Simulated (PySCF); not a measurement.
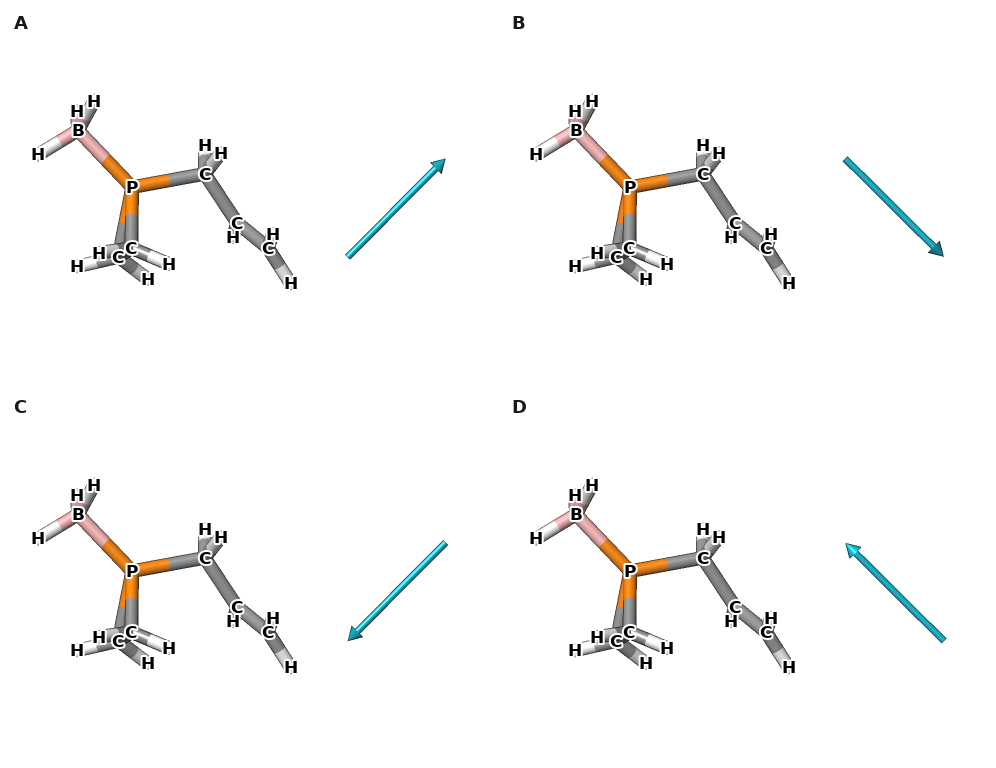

The same molecule four times, each with an arrow. Computed geometry: GFN2-xTB optimisation. No frequency run is at hand to confirm it as a minimum. Level of theory: CAM-B3LYP/def2-SVPD, gas phase (PySCF 2.14.0).

**Which arrow points along the dipole moment, from the negative to the positive end?**

B. The dipole moment is 5.04 D.

The geometry is semi-empirical. Around B, P such bond lengths and angles can be off by a tenth of an ångström or more and by several degrees, and values that hang on the shape move with them.
